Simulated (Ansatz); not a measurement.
## Converging the k-point mesh: SrHI (P4mm, 6 atoms in the cell)

```yaml
crystal:
  lattice:
    - [4.30244, 0.00000, 0.00000]
    - [0.00000, 4.30244, 0.00000]
    - [0.00000, 0.00000, 9.12510]
  atoms:
    - { symbol: Sr, position: [0.00000, 0.50000, 0.15016] }
    - { symbol: Sr, position: [0.50000, 0.00000, 0.85532] }
    - { symbol: H, position: [0.50000, 0.50000, 0.00000] }
    - { symbol: H, position: [0.00000, 0.00000, 0.00000] }
    - { symbol: I, position: [0.00000, 0.50000, 0.68477] }
    - { symbol: I, position: [0.50000, 0.00000, 0.31523] }
```

Computed with PBEsol, default PAW files made with PBE (plane waves; Ansatz, a program for electronic structure).

Base settings: basis.ecutwfc = 420 eV; kpoints.mp_grid.grid = 6 6 3; hamiltonian.xc = pbesol; hamiltonian.pseudopotentials = {kind: paw} (the program's default PAW files); scf.occupations.method = fixed.

The second cell is the first with its lattice scaled by 0.98.

Only quantities that move along the ladder and can be compared are tabulated.

The count of work is k-points × plane waves × bands × iterations; it is no time. Core times come from one kind of shared machine, to one figure; runs under 30 s give none.

The starting cell comes from a database of computed structures (which also holds hypothetical and non-ambient phases and stackings), without a prior relaxation at this level. Its lattice was rescaled by up to half a per cent. One atom was moved a little off its site on purpose. Spin-orbit coupling is off. Ansatz's pressure includes its estimate of the finite-basis (Pulay) stress.

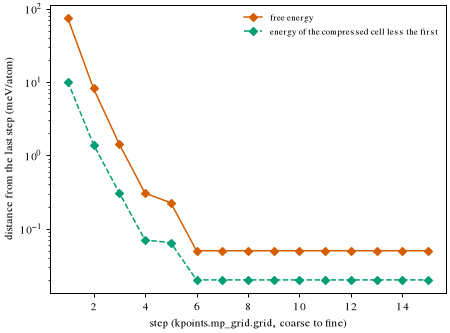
Fig. 1. Distance from the last step along the ladder; very small values are drawn at a floor.

```tsv
kpoints.mp_grid.grid	free energy less the last step's (meV/atom)	energy of the compressed cell less the first (meV/atom)	pressure (GPa)	largest difference of a force vector from the last step's (eV/Å)	gap on the mesh (eV)	count of work / last	core time / last (rough)
2 2 1	73.98	1.07	-0.74	0.106	3.741	0.013	–
3 3 2	8.13	-7.61	-1.51	0.019	3.402	0.027	–
4 4 2	1.42	-8.70	-1.61	0.004	3.305	0.053	–
5 5 2	0.30	-8.94	-1.63	0.001	3.409	0.053	–
5 5 3	0.22	-8.95	-1.63	0.001	3.596	0.053	–
6 6 3	0.04	-9.00	-1.64	0.000	3.476	0.089	–
7 7 3	0.01	-9.01	-1.64	0.000	3.592	0.089	–
7 7 4	0.01	-9.01	-1.64	0.000	3.409	0.13	–
8 8 4	0.00	-9.01	-1.64	0.000	3.307	0.20	–
9 9 5	0.00	-9.01	-1.64	0.000	3.459	0.20	–
10 10 5	0.00	-9.01	-1.64	0.000	3.370	0.28	–
11 11 5	0.00	-9.01	-1.64	0.000	3.431	0.28	–
12 12 6	0.00	-9.01	-1.64	0.000	3.307	0.50	0.4
14 14 7	0.00	-9.01	-1.64	0.000	3.339	0.64	0.5
15 15 7	0.00	-9.01	-1.64	0.000	3.373	0.64	0.7
17 17 8	0.00	-9.01	-1.64	0.000	3.333	1.0	1
```

Coarsest kpoints.mp_grid.grid that holds the energy of the compressed cell less the first within 0.5 meV/atom of the last step, with all finer ones: 4 4 2, at 0.053 of the last step's count of work; the step before is off by 1.4 meV/atom.

Coarsest kpoints.mp_grid.grid that holds the forces within 0.01 eV/Å of the last step, with all finer ones: 4 4 2, at 0.053 of the last step's count of work; the step before is off by 0.019 eV/Å.

Coarsest kpoints.mp_grid.grid that holds the free energy within 1 meV/atom of the last step, with all finer ones: 5 5 2, at 0.053 of the last step's count of work; the step before is off by 1.4 meV/atom.

The energy difference between the two cells stays within 1 meV/atom of the last step's from 4 4 2 on, the total only from 5 5 2 on: much of the error is common to both cells and cancels.

The gap on the mesh jumps up and down from mesh to mesh; it is no smooth measure of convergence.

Keys are those of Ansatz 0.2.
